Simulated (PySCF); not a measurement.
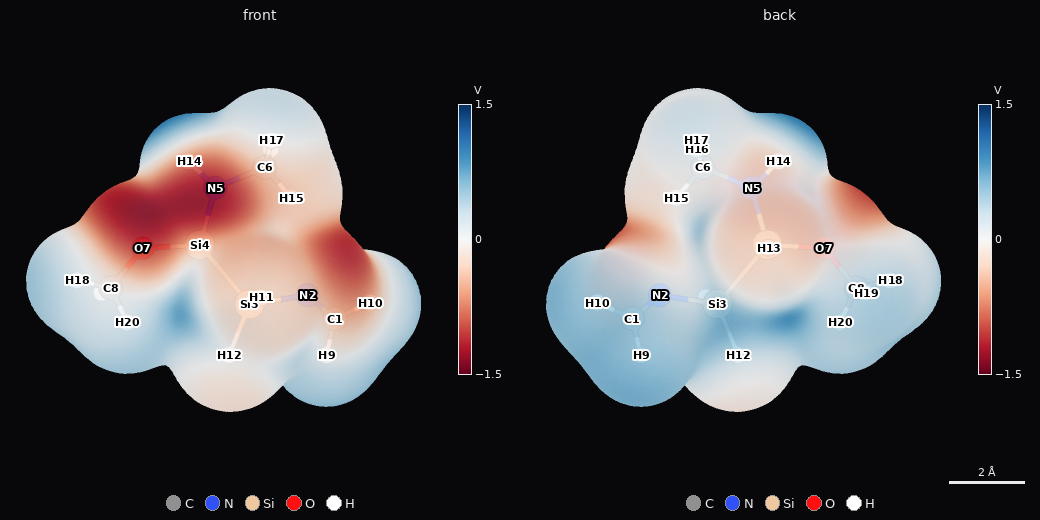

*C3H12N2OSi2. The electrostatic potential painted on the density surface at 0.001 e/bohr³, seen from the front and from behind; the colour scale runs from red (negative) to blue (positive).*

Geometry: GFN2-xTB.

These are results of PySCF 2.14.0, PBE0/pcSseg-1, SCF density, gas phase, non-relativistic, not measurements.

```xyz
20

C     3.2830   -0.6351   -0.9571
N     2.3737   -0.2951   -0.1730
Si    0.9526   -1.0278    0.4560
Si   -0.7940    0.1234   -0.4981
N    -0.8821    1.6850    0.1938
C     0.2140    2.6159    0.1267
O    -2.2396   -0.4541   -0.0129
C    -2.7299   -1.7302   -0.2511
H     3.3737   -1.6251   -1.4137
H     4.0579    0.0802   -1.2246
H     1.1725   -0.8199    1.8921
H     0.8520   -2.4974    0.2783
H    -0.7823    0.1010   -1.9858
H    -1.7803    2.1445    0.2159
H     1.1447    2.0593    0.2127
H     0.2364    3.1737   -0.8171
H     0.1532    3.3320    0.9483
H    -3.6706   -1.8413    0.2900
H    -2.9132   -1.8842   -1.3184
H    -2.0269   -2.4941    0.0928
```

Question: Describe the electrostatic potential map.

Answer: The most negative region (about −1.3 V, or −30 kcal/mol for a unit charge) lies over N5 and O7, the most positive (about +0.9 V, or +21 kcal/mol for a unit charge) over H14.
